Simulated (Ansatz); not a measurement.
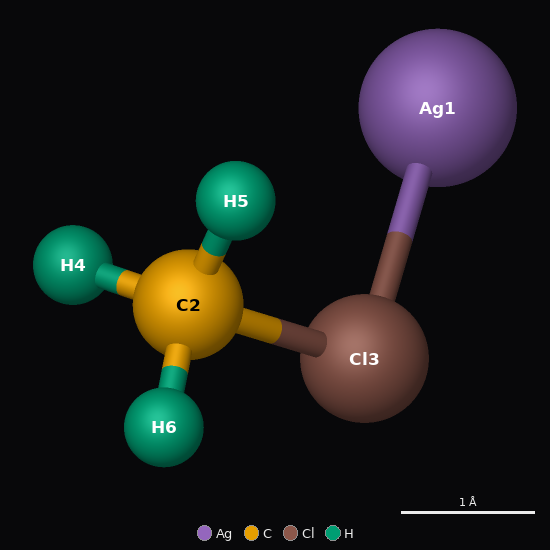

Source: calculation with Ansatz.

The view is orthographic, and the bar gives the scale. State: charge +1, singlet. Geometry: a pair of rigid molecules at a changed separation.

Reconstruct the coordinates (Å) as seen: x to the right, y up, z towards the viewer, origin at the mean of the atomic positions.

```xyz
6
CH3AgCl
Ag   1.46   1.28  -1.94
C   -0.42  -0.21   0.49
Cl   0.91  -0.61  -0.66
H   -1.29   0.09  -0.08
H   -0.06   0.58   1.15
H   -0.60  -1.13   1.04
```
